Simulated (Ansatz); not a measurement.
Effect of Tl → Sc on Tl

Take Tl in the hcp (Mg type) structure (space group P6_3/mmc, No. 194; a = 3.459 Å, c = 5.523 Å) as the base.

Perturbation: every Tl is replaced by Sc, then cell and atoms are relaxed.

The values are results of PBEsol, PAW, 420 eV (Ansatz, a quantum-chemistry and plane-wave program; no SOC), earlier PAW set, not measurements. Γ-centred 16×16×9 mesh, Fermi–Dirac width 0.05 eV, for the changed cell.

The volume per atom shrinks by 4.96 Å³ to 23.65 Å³ and the density decreases by 8.706 g/cm³ to 3.16 g/cm³. The lattice parameter a shrinks by 0.1815 Å (3.459 Å → 3.277 Å) and the c/a ratio drops by 0.045 to 1.552. The band gap is still zero.

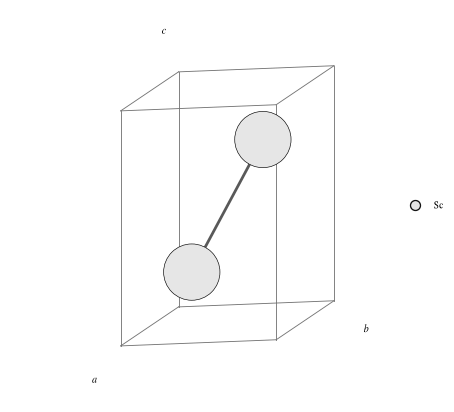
*The relaxed conventional cell after the change*

Stability against distortions was not tested. The final runs are not spin-polarised.
